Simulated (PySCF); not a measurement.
SMILES O(CC)CC (C₄H₁₀O), GFN2-xTB optimised geometry. Atoms within 1.6 Å of the plane z = 0.0 Å (x, y, z in Å): O3 (-0.23, -1.39, -1.07), C4 (0.25, -0.61, 0.00), C5 (-0.27, 0.83, 0.00), H11 (1.35, -0.61, 0.00), H12 (-0.10, -1.12, 0.90), H13 (0.03, 1.32, 0.92), H14 (-1.35, 0.84, -0.07), H15 (0.15, 1.39, -0.83).

Computed with PBE0/def2-TZVP in PySCF. Cells within 0.4 Å of a nucleus heavier than hydrogen are left out (blank, or x).

Map of the electrostatic potential (hartree/e), clipped to [-0.08, 0.12] on the plane z = 0.0 Å:

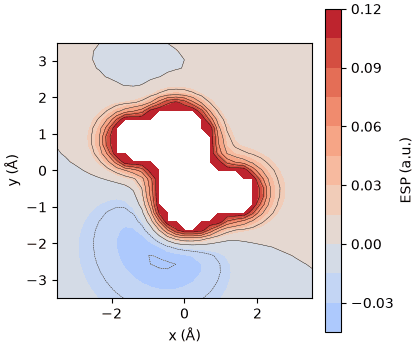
Figure: Electrostatic potential (hartree/e), clipped to [-0.08, 0.12] on the plane z = 0.0 Å.
